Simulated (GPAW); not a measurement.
# Optical response of TiSi2

Aim: the dielectric function of TiSi2, and the optical constants that follow from it.

Method: DFT, PBE, plane-wave PAW (GPAW data sets), scalar-relativistic, RPA, optical limit, in GPAW 26.7.0.

## 1. The structure

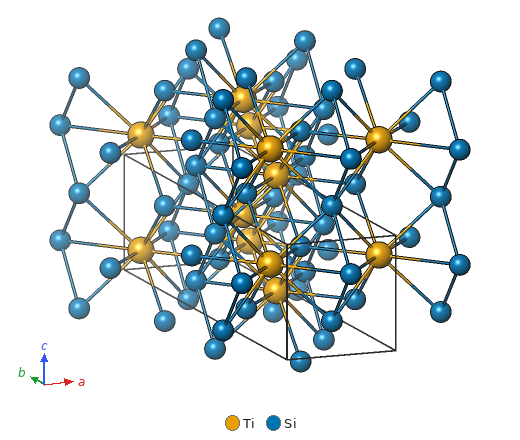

Start, viewed slightly off an axis; titanium orange, silicon blue. 1×1×2 cells are drawn. This picture shows the conventional cell, with its axes. Some periodic images of atoms are drawn too.

## 2. Ground state

First the ground state: is it a metal or has it a gap?

This step: DFT, PBE, plane-wave PAW (GPAW data sets), scalar-relativistic, ground state (GPAW 26.7.0).

The input, gs.py:

```python
from ase import Atoms
from ase.dft.bandgap import bandgap
from gpaw import GPAW, PW, FermiDirac

atoms = Atoms(['Ti', 'Ti', 'Si', 'Si', 'Si', 'Si'],
              cell=[[1.765105025000, -6.759281535000, 0.000000000000],
                    [1.765105025000, 6.759281535000, 0.000000000000],
                    [0.000000000000, 0.000000000000, 3.565173970000]],
              scaled_positions=[[0.103118080000, 0.896881920000, 0.250000000000],
                                [0.896881920000, 0.103118080000, 0.750000000000],
                                [0.750314820000, 0.249685180000, 0.250000000000],
                                [0.249685180000, 0.750314820000, 0.750000000000],
                                [0.441748550000, 0.558251450000, 0.250000000000],
                                [0.558251450000, 0.441748550000, 0.750000000000]],
              pbc=[True, True, True])
atoms.calc = GPAW(mode=PW(400), xc='PBE', kpts={'size': (7, 7, 6), 'gamma': True},
                  occupations=FermiDirac(0.05), maxiter=150, txt='gs.txt')
print('energy (eV)', atoms.get_potential_energy())
print('Fermi level (eV)', atoms.calc.get_fermi_level())
print('valence electrons', atoms.calc.get_number_of_electrons())
print('gap (eV)', bandgap(atoms.calc, output=None)[0])
print('direct gap (eV)', bandgap(atoms.calc, direct=True, output=None)[0])
atoms.calc.write('gs.gpw')
```

On the command line:

```sh
$ OMP_NUM_THREADS=1 python gs.py
```

Numbers of over 12 decimals in the logs are rounded to 6 here.

Log:

```text
__  _  _
 | _ |_)|_||  |
 |__||  | ||/\| - 26.7.0

Versions:
  Python: 3.12.14
  ASE:    3.29.0
  Numpy:  2.5.5
  Scipy:  1.18.1
  Libxc:  7.0.0

Input parameters:
  mode=PW(ecut=400.0),
  kpts=MonkhorstPack(size=(7, 7, 6), gamma=True),
  maxiter=150,
  occupations=Occupations(name='fermi-dirac', width=0.05, fixmagmom=False),
  xc=XC(name='PBE')

Diagonalizing LCAO Hamiltonian
Converting LCAO to pw mode

             Si
              Ti
          Si

           Si
       Ti
        Si

Atoms  # Å, Bohr magnetons
|   | symbol |        x |         y |        z |    initial magnetic moments |
| 0 |     Ti | 1.765105 |  5.365273 | 0.891293 | ( 0.0000,  0.0000,  0.0000) |
| 1 |     Ti | 1.765105 | -5.365273 | 2.673880 | ( 0.0000,  0.0000,  0.0000) |
| 2 |     Si | 1.765105 | -3.383897 | 0.891293 | ( 0.0000,  0.0000,  0.0000) |
| 3 |     Si | 1.765105 |  3.383897 | 2.673880 | ( 0.0000,  0.0000,  0.0000) |
| 4 |     Si | 1.765105 |  0.787476 | 0.891293 | ( 0.0000,  0.0000,  0.0000) |
| 5 |     Si | 1.765105 | -0.787476 | 2.673880 | ( 0.0000,  0.0000,  0.0000) |

Unit cell  # Å
| periodic |        x |         y |        z |  lengths |     angles |
|      yes | 1.765105 | -6.759282 | 0.000000 | 6.985949 |  90.000000 |
|      yes | 1.765105 |  6.759282 | 0.000000 | 6.985949 |  90.000000 |
|      yes | 0.000000 |  0.000000 | 3.565174 | 3.565174 | 150.729457 |

Number of symmetries: 4
Symmetry operations  # r_c * U_cc + t_c -> r_c
|   | kind |            matrix            |
| 0 |  E   |  1, 0, 0,  0, 1, 0,  0, 0, 1 |
| 1 |  C2  |  0, 1, 0,  1, 0, 0,  0, 0,-1 |
| 2 |  σ   |  0,-1, 0, -1, 0, 0,  0, 0, 1 |
| 3 |  i   | -1, 0, 0,  0,-1, 0,  0, 0,-1 |

BZ-sampling:
  Number of BZ points: 294
  Number of IBZ points: 88

  Monkhorst-Pack size: [7, 7, 6]
  Monkhorst-Pack shift: [0.0, 0.0, 0.083333]

K-points  # in reciprocal-cell coordinates
|     |                                coordinates |     weight |
|   0 | (  0.00000000,   0.00000000,   0.00000000) | 0.00340136 |
|   1 | (  0.00000000,   0.00000000,   0.16666667) | 0.00680272 |
|   2 | (  0.00000000,   0.00000000,   0.33333333) | 0.00680272 |
|   3 | (  0.00000000,   0.00000000,   0.50000000) | 0.00340136 |
|   4 | (  0.14285714,  -0.14285714,  -0.33333333) | 0.00680272 |
|   5 | (  0.14285714,  -0.14285714,  -0.16666667) | 0.00680272 |
|   6 | (  0.14285714,  -0.14285714,   0.00000000) | 0.00680272 |
|   7 | (  0.14285714,  -0.14285714,   0.16666667) | 0.00680272 |
|   8 | (  0.14285714,  -0.14285714,   0.33333333) | 0.00680272 |
|   9 | (  0.14285714,  -0.14285714,   0.50000000) | 0.00680272 |
| ... |                                            |            |
|  87 | (  0.42857143,   0.42857143,   0.50000000) | 0.00680272 |

Plane wave coefficients: 1570
Cutoff: 400.0 eV

Spin-components: 1 (collinear spins)
Bands:           28
Projectors:      32
Spin-degeneracy: 2
Datatype:        complex128

Parallelization:
  kpt:    1
  domain: 1
  band:   1

Density:
  Valence electrons: 40.0
  Components: 1
  Grid points: [35 35 18]
  Charge: 0.0  # |e|

Potential:
  Grid points: [35 35 18]

species:
  Ti:
    name:    Titanium
    id:
    Z:       22.0
    valence: 12
    core:    10
    charge:  0.0  # [|e|]
    compensation charges:
      type: gauss
      rc: 0.38  # [Å]
      lmax: 2
    cutoffs:
      filter: 2.23  # [Å]
      core: 1.02  # [Å]
    projectors
    | kind |    occ | energy [eV] | rcut [Å] |
    |   3s |  2.000 |     -62.623 |    1.270 |
    |   4s |  2.000 |      -4.466 |    1.270 |
    |   3p |  6.000 |     -38.862 |    1.058 |
    |   4p |  0.000 |      -1.466 |    1.058 |
    |   3d |  2.000 |      -4.258 |    1.058 |
    |    d |        |      22.953 |    1.058 |

    Using partial waves for Ti as LCAO basis

  Si:
    name:    Silicon
    id:
    Z:       14.0
    valence: 4
    core:    10
    charge:  0.0  # [|e|]
    compensation charges:
      type: gauss
      rc: 0.33  # [Å]
      lmax: 2
    cutoffs:
      filter: 1.86  # [Å]
      core: 2.06  # [Å]
    projectors
    | kind |    occ | energy [eV] | rcut [Å] |
    |   3s |  2.000 |     -10.812 |    1.058 |
    |   3p |  2.000 |      -4.081 |    1.058 |
    |    s |        |      16.399 |    1.058 |
    |    p |        |      23.130 |    1.058 |
    |    d |        |       0.000 |    1.058 |

    Using partial waves for Si as LCAO basis

Reference energy: -77993.405564  # eV

eigensolver:
  PPCG
  Converge bands: occupied
  niter=2

density mixing:
  MSR1-Mixer
  Pratt-step length: 0.05
  Maximum mixing coefficient: 0.75
  Old densities: 10
  SVD Regularization: 0.005
  Good broyden scale: 1.0
  Trust region scale: 1.0
  Backstep threshold: 4.0
  History deletion threshold: 6.0
  Fourier metric: weight=20.0, sigma=0.015

occupation numbers:
  Fermi-Dirac:
    width: 0.0500  # eV

poisson solver:
  ecut: 3200.0  # eV

xc functional:
  name: PBE with 2 nearest neighbor stencil

convergence criteria:
- Maximum [total energy] change in last 3 cyles: 0.0005 eV / valence electron
- Maximum integral of absolute [dens]ity change: 0.0001 electrons / valence electron
- Maximum integral of absolute [eigenst]ate change: 4e-08 eV^2 / valence electron
maximum number of iterations: 150

SCF iterations
|iter     |      energy | eigst |  dens |
|iter:   1||  -38.276006 | +0.40 |       |
|iter:   2||  -38.278494 | -1.76 | -1.22 |
|iter:   3||  -38.346873 | -0.92 | -1.25 |
|iter:   4||  -38.425203 | -0.61 | -1.52 |
|iter:   5||  -38.161991 | -1.07 | -1.50 |
|iter:   6||  -38.153380 | -2.23 | -2.03 |
|iter:   7||  -38.153531c| -3.75 | -2.52 |
|iter:   8||  -38.153520c| -5.03 | -3.33 |
|iter:   9||  -38.153521c| -6.62 | -3.89 |
|iter:  10||  -38.153521c| -7.58c| -4.42c|

Converged in 10 steps
SCF loop duration: 63.968 s (6.397 s/step)
Energy contributions relative to reference atoms: (reference = -77993.405564)

Energy contributions:
  Kinetic:          41.000560
  Coulomb:         -32.407226
  Zero:              0.030808
  External:          0.000000
  Xc:              -46.770807
  Entropy:          -0.013713
  Spinorbit:         0.000000
  ----------------------------
  Free energy:     -38.160378
  Extrapolated:    -38.153521

dipole moment: (-0.000009, -0.000000, -0.000009)  # |e|*Ang

Fermi level: 10.145
Eigenvalues  # (at kpt = [0.000, 0.000, 0.000])
| band index |      eig [eV] | occ [0-2] |
|          0 |       -46.693 |     2.000 |
|        ... |               |           |
|         11 |         6.727 |     2.000 |
|         12 |         7.033 |     2.000 |
|         13 |         7.211 |     2.000 |
|         14 |         7.517 |     2.000 |
|         15 |         7.587 |     2.000 |
|         16 |         7.975 |     2.000 |
|         17 |         8.026 |     2.000 |
|         18 |         8.053 |     2.000 |
|         19 |        10.601 |     0.000 |
|         20 |        10.835 |     0.000 |
|         21 |        10.958 |     0.000 |
|         22 |        11.026 |     0.000 |
|         23 |        11.487 |     0.000 |
|         24 |        11.505 |     0.000 |
|         25 |        12.230 |     0.000 |
|         26 |        12.732 |     0.000 |
|         27 |        13.264 |     0.000 |

No gap
No difference between direct/indirect transitions

--- standard output ---
energy (eV) -38.153521
Fermi level (eV) 10.144909
valence electrons 40.0
gap (eV) 0.0
direct gap (eV) 0.0
```

The job ended after 69 s (1 thread of Intel Xeon 6975P-C (Granite Rapids), shared host; peak memory 0.26 GiB).

Numbers from this step:

- energy: -38.15 eV
- Fermi energy: 10.14 eV
- electrons: 40

There are states at the Fermi level within the smearing, so the occupations stay smeared and the carriers get a Drude term.

## 3. Bands for the response

The response needs many more empty bands than the density does.

This step: DFT, PBE, plane-wave PAW (GPAW data sets), scalar-relativistic, bands at fixed density (GPAW 26.7.0).

The input, nscf.py:

```python
from ase.dft.bandgap import bandgap
from gpaw import GPAW, FermiDirac

calc = GPAW('gs.gpw').fixed_density(kpts={'size': (12, 12, 10), 'gamma': True}, nbands=55, convergence={'bands': 49},
                                    occupations=FermiDirac(0.05), txt='nscf.txt')
print('gap (eV)', bandgap(calc, output=None)[0])
print('direct gap (eV)', bandgap(calc, direct=True, output=None)[0])
print('top band over the Fermi level (eV)', min(calc.get_eigenvalues(kpt=k)[48] for k in range(len(calc.get_ibz_k_points()))) - calc.get_fermi_level())
calc.write('full.gpw', mode='all')
```

On the command line:

```sh
$ OMP_NUM_THREADS=1 python nscf.py
```

Log:

```text
Diagonalizing LCAO Hamiltonian
Converting LCAO to pw mode
convergence criteria:
- Maximum integral of absolute [eigenst]ate change: 4e-08 eV^2 / valence electron
maximum number of iterations: 150

SCF iterations
|iter     |      energy | eigst |  dens |
|iter:   1||             | +2.25 |       |
|iter:   2||             | +1.53 |       |
|iter:   3||             | +0.55 |       |
|iter:   4||             | -0.40 |       |
|iter:   5||             | -1.33 |       |
|iter:   6||             | -2.26 |       |
|iter:   7||             | -3.11 |       |
|iter:   8||             | -4.01 |       |
|iter:   9||             | -4.82 |       |
|iter:  10||             | -5.67 |       |
|iter:  11||             | -6.47 |       |
|iter:  12||             | -7.23 |       |
|iter:  13||             | -7.81c|       |
SCF steps: 13
  __  _  _
 | _ |_)|_||  |
 |__||  | ||/\| - 26.7.0

Versions:
  Python: 3.12.14
  ASE:    3.29.0
  Numpy:  2.5.5
  Scipy:  1.18.1
  Libxc:  7.0.0

Input parameters:
  mode=PW(ecut=400.0),
  convergence={'bands': 49},
  gpts=array([35, 35, 18]),
  kpts=MonkhorstPack(size=(12, 12, 10), gamma=True),
  maxiter=150,
  nbands=55,
  occupations=Occupations(name='fermi-dirac', width=0.05, fixmagmom=False),
  parallel={},
  xc=XC(name='PBE')

--- standard output ---
gap (eV) 0.0
direct gap (eV) 0.0
top band over the Fermi level (eV) 14.638659
```

It took 10 min on 1 thread; peak memory 0.92 GiB.

(Part 1 of 2 ends here.)

[Machine, clock and banner lines and Python warnings are left out of the logs.]

[Logs are printed without paths, hosts, clocks, repeated set-up lines and the standing remarks that a program may print on its own settings, such as how far it seeks lower states.]

[Hosts, paths, dates, database ids (printed as entryN), source tags and the programs' standing remarks are cut or masked in the printed files.]
